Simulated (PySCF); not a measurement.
# CH3BCl2OSi: NMR shifts at several levels of theory

How much do the NMR shifts of CH3BCl2OSi (`O=C[SiH2]B(Cl)Cl`) depend on the level of theory, and what does each level cost?

The runs use PySCF 2.14.0, with density-fitted response routines of our own; the level of theory stands in each step. All values are computed, except where a source is named. Atoms count from 0, in the outputs and in this text.

## (1) Starting geometry

9 atoms, charge 0, multiplicity 1; geometry from: PBE0-D3(BJ)/def2-SVP.

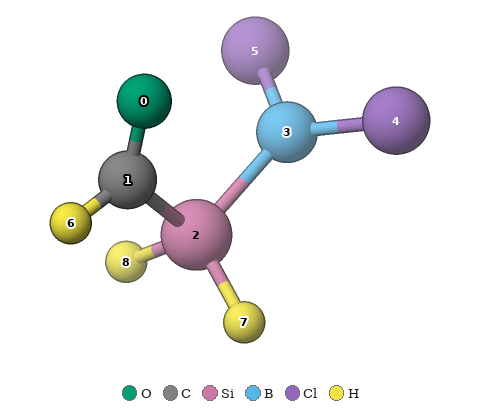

The starting geometry (oxygen teal, carbon grey, silicon pink, boron blue, chlorine purple, hydrogen yellow), atoms numbered.

## (2) Nuclear shieldings: PBE0/pcSseg-2

The job: settings as JSON, then the geometry in Å.

```
{"job": {"kind": "nmr", "xc": "PBE0", "basis": "pcSseg-2", "pop": false}, "charge": 0, "multiplicity": 1}
O     -0.367373     1.357924    -0.962480
C     -0.566179     0.506745    -0.132537
Si     0.897139    -0.392486     0.775070
B      2.557662     0.419769    -0.037041
Cl     3.210585     1.906546     0.602366
Cl     3.312759    -0.306819    -1.431758
H     -1.621347     0.214978     0.132629
H      0.755431    -0.131042     2.241621
H      0.754042    -1.862432     0.534265
```

Level: GIAO PBE0/pcSseg-2 NMR shielding, non-relativistic, gas phase.

The run is started by

```
OMP_NUM_THREADS=1 python probes_run.py task.json out
```

This one command runs all jobs of the session in turn.

The log of the run:

```text
coarse grid: 9992 points
cycle   1  E = -1349.3230309272  dE =  6.243e-01  |g| = 7.470e-01  |ddm| = 2.252e+00
cycle   2  E = -1348.8517787289  dE =  4.713e-01  |g| = 1.695e+00  |ddm| = 1.909e+00
cycle   3  E = -1349.4360597864  dE = -5.843e-01  |g| = 8.831e-02  |ddm| = 1.561e+00
cycle   4  E = -1349.4365745619  dE = -5.148e-04  |g| = 7.917e-02  |ddm| = 1.134e-01
cycle   5  E = -1349.4380266389  dE = -1.452e-03  |g| = 1.403e-02  |ddm| = 5.954e-02
cycle   6  E = -1349.4380704069  dE = -4.377e-05  |g| = 4.492e-03  |ddm| = 1.316e-02
cycle   7  E = -1349.4380745262  dE = -4.119e-06  |g| = 9.979e-04  |ddm| = 4.025e-03
final grid: 85160 points
cycle   8  E = -1349.4491173145  dE = -3.892e-05  |g| = 1.054e-02  |ddm| = 2.234e-02
cycle   9  E = -1349.4490642467  dE =  5.307e-05  |g| = 1.967e-02  |ddm| = 1.351e-02
cycle  10  E = -1349.4491342506  dE = -7.000e-05  |g| = 2.193e-03  |ddm| = 1.019e-02
cycle  11  E = -1349.4491350756  dE = -8.250e-07  |g| = 4.220e-04  |ddm| = 1.796e-03
cycle  12  E = -1349.4491351184  dE = -4.276e-08  |g| = 1.127e-04  |ddm| = 4.123e-04
cycle  13  E = -1349.4491351212  dE = -2.797e-09  |g| = 3.184e-05  |ddm| = 1.066e-04
cycle  14  E = -1349.4491351214  dE = -2.526e-10  |g| = 8.679e-06  |ddm| = 2.978e-05
converged SCF energy = -1349.4491351214

GIAO shielding tensors (ppm)
atom      isotropic    diamagn.    paramagn.     s11        s22        s33       span
  0 O     -598.947     393.514    -992.461  -1629.535   -548.306    381.001   2010.536
  1 C      -66.446     250.335    -316.781   -192.915    -93.998     87.574    280.488
  2 Si     416.506     879.827    -463.320    392.279    398.918    458.323     66.044
  3 B       20.019     195.637    -175.618    -44.467     13.477     91.046    135.514
  4 Cl     544.335    1146.393    -602.058    139.301    614.707    878.997    739.696
  5 Cl     545.632    1146.774    -601.142    143.025    616.537    877.335    734.310
  6 H       18.872      28.847      -9.975     12.867     20.017     23.732     10.865
  7 H       26.843      29.036      -2.193     23.702     26.524     30.303      6.600
  8 H       26.856      29.325      -2.468     23.645     26.560     30.363      6.718
```

Run time: 33 s. Hardware: 1 thread of Arm Neoverse V2, shared host; peak memory 1 GiB.

The references, computed at this level on geometries of the same kind, shield at (ppm): 1H TMS 31.25, 13C TMS 184.1, 29Si TMS 341.3, 17O H2O 328.2, 11B BF3·OEt2 99.1, 35Cl HCl 941. Their shielding less the atom's gives the shift. The references are single molecules in the gas phase, so shifts against H2O, NH3, PH3, H3PO4 or CFCl3 are not on the usual liquid scales and can be off by tens of ppm. Atoms listed in one row are averaged.

```
   atoms                           environment  σ (ppm)  δ (ppm)
      C1                       carbonyl carbon    -66.4    250.6
      H6         hydrogen on a carbonyl carbon    18.87    12.37
  H7, H8  hydrogen on a silicon bonded to C, B    26.85     4.40
      O0                       carbonyl oxygen   -598.9    927.1
     Si2           silicon bonded to C, B, 2 H    416.5    -75.2
      B3              boron bonded to 2 Cl, Si     20.0     79.1
Cl4, Cl5                  chlorine bonded to B      545      396
```

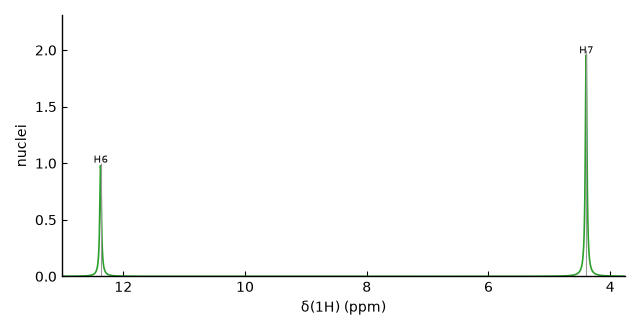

1H lines at the computed shifts, without couplings. Lines are broadened to a width of 0.03 ppm (Lorentzian).

## (3) Shielding tensors: mPW1PW91/pcSseg-2

The job, as its differences from that of step 2:

```diff
@@ -1,2 +1,2 @@
-{"job": {"kind": "nmr", "xc": "PBE0", "basis": "pcSseg-2", "pop": false}, "charge": 0, "multiplicity": 1}
+{"job": {"kind": "nmr", "xc": "mPW1PW91", "basis": "pcSseg-2", "pop": false}, "charge": 0, "multiplicity": 1}
 O     -0.367373     1.357924    -0.962480
```

Method: GIAO mPW1PW91/pcSseg-2 NMR shielding, non-relativistic, gas phase.

The log of the run:

```text
coarse grid: 9992 points
cycle   1  E = -1349.9225633466  dE =  6.268e-01  |g| = 7.659e-01  |ddm| = 2.248e+00
cycle   2  E = -1349.4276060962  dE =  4.950e-01  |g| = 1.734e+00  |ddm| = 1.987e+00
cycle   3  E = -1350.0409683975  dE = -6.134e-01  |g| = 9.273e-02  |ddm| = 1.641e+00
cycle   4  E = -1350.0415728605  dE = -6.045e-04  |g| = 8.236e-02  |ddm| = 1.187e-01
cycle   5  E = -1350.0431274283  dE = -1.555e-03  |g| = 1.485e-02  |ddm| = 6.162e-02
cycle   6  E = -1350.0431768816  dE = -4.945e-05  |g| = 4.695e-03  |ddm| = 1.372e-02
cycle   7  E = -1350.0431814154  dE = -4.534e-06  |g| = 1.029e-03  |ddm| = 4.187e-03
final grid: 85160 points
cycle   8  E = -1350.0515392316  dE = -3.321e-05  |g| = 7.452e-03  |ddm| = 2.117e-02
cycle   9  E = -1350.0515150783  dE =  2.415e-05  |g| = 1.339e-02  |ddm| = 9.171e-03
cycle  10  E = -1350.0515475361  dE = -3.246e-05  |g| = 1.776e-03  |ddm| = 6.986e-03
cycle  11  E = -1350.0515480753  dE = -5.392e-07  |g| = 3.837e-04  |ddm| = 1.433e-03
cycle  12  E = -1350.0515481103  dE = -3.502e-08  |g| = 1.008e-04  |ddm| = 3.664e-04
cycle  13  E = -1350.0515481126  dE = -2.266e-09  |g| = 2.714e-05  |ddm| = 9.555e-05
cycle  14  E = -1350.0515481127  dE = -1.835e-10  |g| = 6.885e-06  |ddm| = 2.527e-05
converged SCF energy = -1350.0515481127

GIAO shielding tensors (ppm)
atom      isotropic    diamagn.    paramagn.     s11        s22        s33       span
  0 O     -596.481     393.622    -990.103  -1620.535   -550.380    381.471   2002.007
  1 C      -66.642     250.441    -317.083   -192.859    -94.316     87.249    280.109
  2 Si     414.815     879.979    -465.164    390.793    397.359    456.293     65.500
  3 B       20.125     195.632    -175.507    -43.828     13.581     90.621    134.449
  4 Cl     546.122    1146.612    -600.491    141.472    616.947    879.946    738.474
  5 Cl     547.447    1146.999    -599.552    145.226    618.795    878.319    733.093
  6 H       18.979      28.862      -9.883     13.017     20.125     23.794     10.777
  7 H       26.919      29.115      -2.196     23.786     26.594     30.377      6.591
  8 H       26.932      29.415      -2.483     23.729     26.631     30.436      6.707
```

Run time: 33 s. Hardware: 1 thread of Arm Neoverse V2, shared host; peak memory 1.1 GiB.

This run: δ C1 250.2, O0 923.6, Si2 -74.8, B3 79.0, H6 12.31, H7 4.37 ppm (means over like atoms).

## (4) Shielding tensors: WP04/pcSseg-2

The job, as its differences from that of step 3:

```diff
@@ -1,2 +1,2 @@
-{"job": {"kind": "nmr", "xc": "mPW1PW91", "basis": "pcSseg-2", "pop": false}, "charge": 0, "multiplicity": 1}
+{"job": {"kind": "nmr", "xc": "WP04", "basis": "pcSseg-2", "pop": false}, "charge": 0, "multiplicity": 1}
 O     -0.367373     1.357924    -0.962480
```

With the program's defaults for keys left out, this is: GIAO WP04/pcSseg-2 NMR shielding, non-relativistic, gas phase.

The log of the run:

```text
coarse grid: 9992 points
cycle   1  E = -1364.5027497117  dE =  6.177e-01  |g| = 1.115e+00  |ddm| = 2.283e+00
cycle   2  E = -1361.5283335620  dE =  2.974e+00  |g| = 2.933e+00  |ddm| = 2.582e+00
cycle   3  E = -1364.6359171590  dE = -3.108e+00  |g| = 5.986e-01  |ddm| = 2.448e+00
cycle   4  E = -1364.7172784126  dE = -8.136e-02  |g| = 2.318e-01  |ddm| = 5.277e-01
cycle   5  E = -1364.7277370407  dE = -1.046e-02  |g| = 7.048e-02  |ddm| = 1.704e-01
cycle   6  E = -1364.7285325719  dE = -7.955e-04  |g| = 4.208e-02  |ddm| = 7.583e-02
cycle   7  E = -1364.7289236630  dE = -3.911e-04  |g| = 8.402e-03  |ddm| = 3.049e-02
cycle   8  E = -1364.7289413631  dE = -1.770e-05  |g| = 3.216e-03  |ddm| = 9.310e-03
cycle   9  E = -1364.7289440276  dE = -2.664e-06  |g| = 6.662e-04  |ddm| = 3.020e-03
final grid: 85160 points
cycle  10  E = -1364.7391610456  dE = -5.050e-05  |g| = 4.782e-03  |ddm| = 2.807e-02
cycle  11  E = -1364.7391474307  dE =  1.361e-05  |g| = 9.423e-03  |ddm| = 6.323e-03
cycle  12  E = -1364.7391643439  dE = -1.691e-05  |g| = 1.607e-03  |ddm| = 4.935e-03
cycle  13  E = -1364.7391647133  dE = -3.694e-07  |g| = 6.888e-04  |ddm| = 1.308e-03
cycle  14  E = -1364.7391648293  dE = -1.161e-07  |g| = 1.195e-04  |ddm| = 5.520e-04
cycle  15  E = -1364.7391648322  dE = -2.897e-09  |g| = 3.742e-05  |ddm| = 1.066e-04
cycle  16  E = -1364.7391648326  dE = -3.567e-10  |g| = 8.698e-06  |ddm| = 3.577e-05
converged SCF energy = -1364.7391648326

GIAO shielding tensors (ppm)
atom      isotropic    diamagn.    paramagn.     s11        s22        s33       span
  0 O     -535.188     394.253    -929.441  -1442.756   -536.468    373.659   1816.415
  1 C      -76.561     251.788    -328.349   -205.279   -101.886     77.483    282.762
  2 Si     396.632     881.803    -485.172    374.549    381.084    434.263     59.714
  3 B       12.412     196.443    -184.031    -47.832      6.092     78.976    126.808
  4 Cl     567.179    1150.419    -583.239    182.101    650.248    869.188    687.087
  5 Cl     568.756    1150.856    -582.100    185.933    652.252    868.083    682.151
  6 H       19.957      29.463      -9.506     14.537     21.092     24.240      9.703
  7 H       27.746      29.747      -2.001     24.733     27.348     31.157      6.424
  8 H       27.756      30.195      -2.439     24.678     27.381     31.207      6.529
```

It took 34 s on 1 thread of Arm Neoverse V2, shared host; peak memory 1.1 GiB.

In short: δ C1 248.7, O0 849.2, Si2 -68.6, B3 81.8, H6 11.65, H7 3.86 ppm (means over like atoms).

## (5) Nuclear shieldings: B97-2/pcSseg-2

The job, as its differences from that of step 4:

```diff
@@ -1,2 +1,2 @@
-{"job": {"kind": "nmr", "xc": "WP04", "basis": "pcSseg-2", "pop": false}, "charge": 0, "multiplicity": 1}
+{"job": {"kind": "nmr", "xc": "B97-2", "basis": "pcSseg-2", "pop": false}, "charge": 0, "multiplicity": 1}
 O     -0.367373     1.357924    -0.962480
```

Level: GIAO B97-2/pcSseg-2 NMR shielding, non-relativistic, gas phase.

The log of the run:

```text
coarse grid: 9992 points
cycle   1  E = -1349.9463415420  dE =  6.180e-01  |g| = 7.778e-01  |ddm| = 2.255e+00
cycle   2  E = -1349.3779718718  dE =  5.684e-01  |g| = 1.818e+00  |ddm| = 2.180e+00
cycle   3  E = -1350.0685802259  dE = -6.906e-01  |g| = 1.053e-01  |ddm| = 1.838e+00
cycle   4  E = -1350.0695685993  dE = -9.884e-04  |g| = 8.778e-02  |ddm| = 1.320e-01
cycle   5  E = -1350.0712679564  dE = -1.699e-03  |g| = 1.855e-02  |ddm| = 6.682e-02
cycle   6  E = -1350.0713505893  dE = -8.263e-05  |g| = 5.188e-03  |ddm| = 1.706e-02
cycle   7  E = -1350.0713564131  dE = -5.824e-06  |g| = 9.721e-04  |ddm| = 4.661e-03
final grid: 85160 points
cycle   8  E = -1350.0697123302  dE = -6.115e-05  |g| = 9.566e-03  |ddm| = 2.708e-02
cycle   9  E = -1350.0697042071  dE =  8.123e-06  |g| = 9.968e-03  |ddm| = 1.001e-02
cycle  10  E = -1350.0697163730  dE = -1.217e-05  |g| = 5.050e-03  |ddm| = 7.397e-03
cycle  11  E = -1350.0697210387  dE = -4.666e-06  |g| = 4.578e-04  |ddm| = 2.819e-03
cycle  12  E = -1350.0697210860  dE = -4.726e-08  |g| = 4.849e-05  |ddm| = 4.267e-04
cycle  13  E = -1350.0697210862  dE = -2.392e-10  |g| = 2.953e-05  |ddm| = 5.745e-05
converged SCF energy = -1350.0697210862

GIAO shielding tensors (ppm)
atom      isotropic    diamagn.    paramagn.     s11        s22        s33       span
  0 O     -564.369     393.976    -958.345  -1543.208   -528.396    378.497   1921.705
  1 C      -60.915     250.789    -311.704   -182.871    -87.267     87.392    270.264
  2 Si     421.366     880.099    -458.733    397.811    404.215    462.072     64.261
  3 B       24.259     195.558    -171.299    -36.051     18.053     90.776    126.828
  4 Cl     563.075    1146.968    -583.892    172.674    634.934    881.618    708.944
  5 Cl     564.309    1147.362    -583.053    176.209    636.666    880.053    703.844
  6 H       19.102      28.948      -9.846     13.319     20.173     23.815     10.495
  7 H       27.048      29.250      -2.202     23.946     26.698     30.502      6.556
  8 H       27.063      29.576      -2.514     23.889     26.735     30.563      6.674
```

It took 32 s on 1 thread of Arm Neoverse V2, shared host; peak memory 1 GiB.

This run: δ C1 244.4, O0 890.6, Si2 -73.8, B3 75.9, H6 12.26, H7 4.30 ppm (means over like atoms).

## (6) Nuclear shieldings: BHandHLYP/pcSseg-2

The job, as its differences from that of step 5:

```diff
@@ -1,2 +1,2 @@
-{"job": {"kind": "nmr", "xc": "B97-2", "basis": "pcSseg-2", "pop": false}, "charge": 0, "multiplicity": 1}
+{"job": {"kind": "nmr", "xc": "BHandHLYP", "basis": "pcSseg-2", "pop": false}, "charge": 0, "multiplicity": 1}
 O     -0.367373     1.357924    -0.962480
```

Method: GIAO BHandHLYP/pcSseg-2 NMR shielding, non-relativistic, gas phase.

The log of the run:

```text
coarse grid: 9992 points
cycle   1  E = -1349.8146908977  dE =  6.958e-01  |g| = 7.769e-01  |ddm| = 2.198e+00
cycle   2  E = -1349.6333535586  dE =  1.813e-01  |g| = 1.286e+00  |ddm| = 1.250e+00
cycle   3  E = -1349.9513162253  dE = -3.180e-01  |g| = 7.491e-02  |ddm| = 8.590e-01
cycle   4  E = -1349.9521805331  dE = -8.643e-04  |g| = 6.201e-02  |ddm| = 1.002e-01
cycle   5  E = -1349.9530937093  dE = -9.132e-04  |g| = 7.637e-03  |ddm| = 4.723e-02
cycle   6  E = -1349.9531135294  dE = -1.982e-05  |g| = 3.020e-03  |ddm| = 1.150e-02
cycle   7  E = -1349.9531160686  dE = -2.539e-06  |g| = 9.567e-04  |ddm| = 3.663e-03
final grid: 85160 points
cycle   8  E = -1349.9577365221  dE = -1.260e-05  |g| = 1.848e-03  |ddm| = 1.300e-02
cycle   9  E = -1349.9577361148  dE =  4.073e-07  |g| = 2.466e-03  |ddm| = 2.051e-03
cycle  10  E = -1349.9577371957  dE = -1.081e-06  |g| = 2.752e-04  |ddm| = 1.294e-03
cycle  11  E = -1349.9577372099  dE = -1.423e-08  |g| = 1.193e-04  |ddm| = 2.382e-04
cycle  12  E = -1349.9577372129  dE = -2.982e-09  |g| = 3.325e-05  |ddm| = 1.232e-04
cycle  13  E = -1349.9577372132  dE = -3.085e-10  |g| = 1.508e-05  |ddm| = 4.073e-05
converged SCF energy = -1349.9577372132

GIAO shielding tensors (ppm)
atom      isotropic    diamagn.    paramagn.     s11        s22        s33       span
  0 O     -597.283     393.383    -990.666  -1619.181   -570.501    397.834   2017.015
  1 C      -64.750     250.103    -314.852   -194.899    -94.929     95.579    290.478
  2 Si     416.538     878.120    -461.582    392.644    401.279    455.690     63.046
  3 B       22.920     194.984    -172.064    -41.580     17.023     93.316    134.897
  4 Cl     592.323    1146.770    -554.447    198.529    685.908    892.532    694.003
  5 Cl     593.372    1147.149    -553.776    201.933    687.185    891.000    689.067
  6 H       19.529      29.258      -9.729     13.851     20.624     24.114     10.263
  7 H       27.284      28.972      -1.688     24.037     26.940     30.875      6.837
  8 H       27.290      29.244      -1.954     23.980     26.963     30.927      6.947
```

Wall time 33 s (1 thread of Arm Neoverse V2, shared host); peak memory 1.1 GiB.

Key values: δ C1 249.0, O0 923.9, Si2 -70.8, B3 80.6, H6 11.92, H7 4.16 ppm (means over like atoms).

## (7) Nuclear shieldings: CAM-B3LYP/pcSseg-2

The job, as its differences from that of step 6:

```diff
@@ -1,2 +1,2 @@
-{"job": {"kind": "nmr", "xc": "BHandHLYP", "basis": "pcSseg-2", "pop": false}, "charge": 0, "multiplicity": 1}
+{"job": {"kind": "nmr", "xc": "CAM-B3LYP", "basis": "pcSseg-2", "pop": false}, "charge": 0, "multiplicity": 1}
 O     -0.367373     1.357924    -0.962480
```

Method: GIAO CAM-B3LYP/pcSseg-2 NMR shielding, non-relativistic, gas phase.

The log of the run:

```text
coarse grid: 9992 points
cycle   1  E = -1349.8472919471  dE =  6.804e-01  |g| = 8.437e-01  |ddm| = 2.197e+00
cycle   2  E = -1349.5646819589  dE =  2.826e-01  |g| = 1.523e+00  |ddm| = 1.469e+00
cycle   3  E = -1350.0019129526  dE = -4.372e-01  |g| = 9.308e-02  |ddm| = 1.039e+00
cycle   4  E = -1350.0032229498  dE = -1.310e-03  |g| = 7.107e-02  |ddm| = 1.136e-01
cycle   5  E = -1350.0043580586  dE = -1.135e-03  |g| = 8.924e-03  |ddm| = 5.064e-02
cycle   6  E = -1350.0043835804  dE = -2.552e-05  |g| = 2.915e-03  |ddm| = 1.367e-02
cycle   7  E = -1350.0043861902  dE = -2.610e-06  |g| = 8.796e-04  |ddm| = 4.279e-03
final grid: 85160 points
cycle   8  E = -1350.0107766067  dE = -2.134e-05  |g| = 2.169e-03  |ddm| = 1.498e-02
cycle   9  E = -1350.0107761109  dE =  4.959e-07  |g| = 2.639e-03  |ddm| = 2.164e-03
cycle  10  E = -1350.0107773184  dE = -1.208e-06  |g| = 5.636e-04  |ddm| = 1.420e-03
cycle  11  E = -1350.0107773677  dE = -4.935e-08  |g| = 1.609e-04  |ddm| = 3.430e-04
cycle  12  E = -1350.0107773730  dE = -5.261e-09  |g| = 3.417e-05  |ddm| = 1.465e-04
cycle  13  E = -1350.0107773733  dE = -3.115e-10  |g| = 1.368e-05  |ddm| = 4.319e-05
converged SCF energy = -1350.0107773733

GIAO shielding tensors (ppm)
atom      isotropic    diamagn.    paramagn.     s11        s22        s33       span
  0 O     -600.264     392.920    -993.184  -1640.200   -551.240    390.648   2030.848
  1 C      -72.533     249.660    -322.193   -207.114   -100.181     89.696    296.810
  2 Si     402.847     878.896    -476.049    378.371    385.604    444.566     66.195
  3 B       15.009     195.263    -180.254    -52.553      7.222     90.357    142.909
  4 Cl     554.472    1146.805    -592.333    147.351    638.499    877.568    730.217
  5 Cl     555.659    1147.164    -591.506    150.994    640.051    875.932    724.938
  6 H       19.168      29.183     -10.016     13.246     20.207     24.050     10.804
  7 H       27.057      28.932      -1.875     23.884     26.777     30.509      6.625
  8 H       27.064      29.159      -2.095     23.826     26.803     30.564      6.738
```

Wall time 47 s (1 thread of Arm Neoverse V2, shared host); peak memory 1.3 GiB.

In short: δ C1 255.1, O0 930.0, Si2 -73.9, B3 82.9, H6 12.17, H7 4.28 ppm (means over like atoms).

## (8) Shielding tensors: wB97X-D/pcSseg-2

The job, as its differences from that of step 7:

```diff
@@ -1,2 +1,2 @@
-{"job": {"kind": "nmr", "xc": "CAM-B3LYP", "basis": "pcSseg-2", "pop": false}, "charge": 0, "multiplicity": 1}
+{"job": {"kind": "nmr", "xc": "wB97X-D", "basis": "pcSseg-2", "pop": false}, "charge": 0, "multiplicity": 1}
 O     -0.367373     1.357924    -0.962480
```

Method: GIAO wB97X-D/pcSseg-2 NMR shielding, non-relativistic, gas phase.

The log of the run:

```text
coarse grid: 9992 points
cycle   1  E = -1349.7934550645  dE =  6.978e-01  |g| = 8.648e-01  |ddm| = 2.198e+00
cycle   2  E = -1349.5904392708  dE =  2.030e-01  |g| = 1.414e+00  |ddm| = 1.303e+00
cycle   3  E = -1349.9608449730  dE = -3.704e-01  |g| = 9.056e-02  |ddm| = 8.446e-01
cycle   4  E = -1349.9624492107  dE = -1.604e-03  |g| = 6.230e-02  |ddm| = 1.068e-01
cycle   5  E = -1349.9633410976  dE = -8.919e-04  |g| = 9.372e-03  |ddm| = 4.726e-02
cycle   6  E = -1349.9633814197  dE = -4.032e-05  |g| = 2.515e-03  |ddm| = 1.837e-02
cycle   7  E = -1349.9633851005  dE = -3.681e-06  |g| = 8.077e-04  |ddm| = 5.690e-03
final grid: 85160 points
cycle   8  E = -1349.9831401900  dE = -1.681e-04  |g| = 5.999e-03  |ddm| = 3.495e-02
cycle   9  E = -1349.9831434812  dE = -3.291e-06  |g| = 5.003e-03  |ddm| = 9.279e-03
cycle  10  E = -1349.9831487321  dE = -5.251e-06  |g| = 1.048e-03  |ddm| = 3.626e-03
cycle  11  E = -1349.9831488906  dE = -1.585e-07  |g| = 6.130e-04  |ddm| = 9.862e-04
cycle  12  E = -1349.9831489601  dE = -6.950e-08  |g| = 1.864e-04  |ddm| = 3.337e-04
cycle  13  E = -1349.9831489678  dE = -7.632e-09  |g| = 5.066e-05  |ddm| = 2.105e-04
cycle  14  E = -1349.9831489686  dE = -8.808e-10  |g| = 1.073e-05  |ddm| = 7.190e-05
converged SCF energy = -1349.9831489686

GIAO shielding tensors (ppm)
atom      isotropic    diamagn.    paramagn.     s11        s22        s33       span
  0 O     -600.879     393.159    -994.038  -1642.130   -552.991    392.483   2034.612
  1 C      -66.899     250.908    -317.807   -196.745    -96.217     92.266    289.011
  2 Si     414.412     879.472    -465.060    390.704    397.457    455.076     64.372
  3 B       21.978     196.098    -174.120    -41.567     14.833     92.668    134.234
  4 Cl     565.141    1146.753    -581.612    164.420    643.062    887.941    723.521
  5 Cl     566.314    1147.127    -580.812    167.851    644.597    886.495    718.644
  6 H       19.169      29.035      -9.866     13.199     20.309     24.000     10.800
  7 H       27.019      28.981      -1.962     23.828     26.704     30.525      6.697
  8 H       27.028      29.260      -2.232     23.770     26.734     30.580      6.810
```

It took 45 s on 1 thread of Arm Neoverse V2, shared host; peak memory 1.2 GiB.

Key values: δ C1 251.3, O0 927.7, Si2 -73.7, B3 78.0, H6 12.19, H7 4.33 ppm (means over like atoms).

(Part 1 of 2 ends here.)
